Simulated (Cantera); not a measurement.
Charge: 1 mol Pb, 0.11 mol O2, 0.72 mol CO, at 4.20 Torr.

These are equilibrium values from Cantera (NASA tables, ideal gas, pure condensed phases), not measurements of a reactor. Candidate condensed phases: C, Pb, PbO, PbO2, Pb3O4; 15 gas species. Kinetics and transport are ignored.

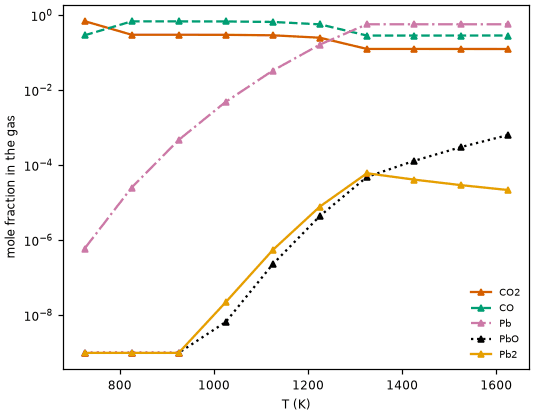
Figure: Equilibrium gas composition (values under 1e-9 drawn at 1e-9)

Problem. Read off the mole fractions at 1525 K.

Solution. Pb about 0.58, CO about 0.29, CO2 about 0.13, PbO about 0.00031, Pb2 about 3.0e-5.
